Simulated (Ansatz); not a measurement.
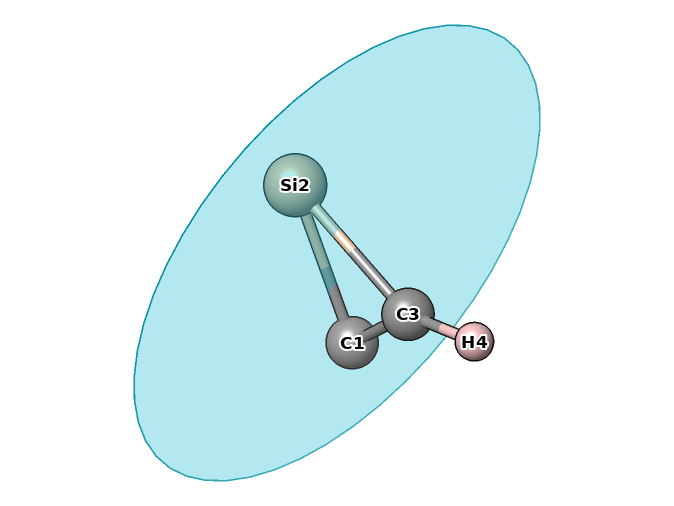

A disc through the centre of mass is drawn in. Atoms fade into the background with distance from the viewer. The species is neutral and a spin doublet. The geometry was computed by an optimisation with PBE0-D4/def2-TZVP. No frequency run is at hand to confirm it as a minimum.

### Is the plane of the disc a mirror plane of the structure?

No. The point group is Cs, with 1 mirror plane, and this plane isn't one of its mirror planes.
